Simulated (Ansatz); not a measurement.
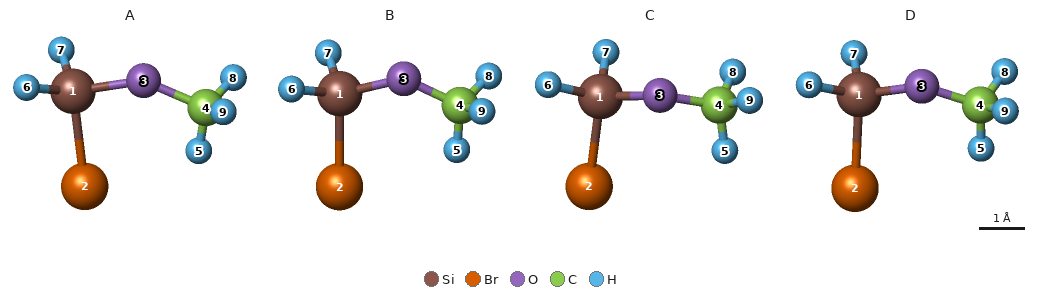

4 geometries from one relaxation of CH5BrOSi, in shuffled order. A ball-and-stick model, seen from a free direction.

The run prepares an end point of a later path (reaction) calculation, from a guessed geometry.

Method: RKS PBE-D4/def2-SVP (Ansatz). Settings: no spin polarisation; force threshold 0.03 eV/Å; at most 50 steps.

**Order the frames from highest to lowest energy.**

A, B, D, C. They are steps 0, 3, 4, 14, at +52.9 kJ/mol, +5.03 kJ/mol, +2.44 kJ/mol relative to the last. The largest move after the best rigid fit is that of H7, 0.56 Å. Largest moves by element: H 0.56 Å, O 0.49 Å, Br 0.37 Å, Si 0.21 Å, C 0.16 Å. Among the contacts that change: O3–C4 1.528 → 1.419 Å, Si1–O3 1.741 → 1.666 Å, Si1–Br2 2.295 → 2.250 Å, C4–H5 1.096 → 1.114 Å. Among the angles between lasting bonds that change: Si1–O3–C4 139.0° → 124.2°, Br2–Si1–O3 99.2° → 111.0°, O3–C4–H5 104.1° → 111.6°. Groups turn about O3–C4 by about 45°, Si1–O3 by about 40°. Over 11 accepted moves (14 points after the start) the energy falls by 52.9 kJ/mol. Largest force component: 3.2 eV/Å at the start, 0.026 eV/Å at the end. The line search rejected the trial steps at points 6, 8, 10 of the run. The forces were under the threshold at step 7, but the run went on from there. The run took 25 s on 2 threads of Arm Neoverse V2, with other jobs on the host, peak memory 0.15 GiB.
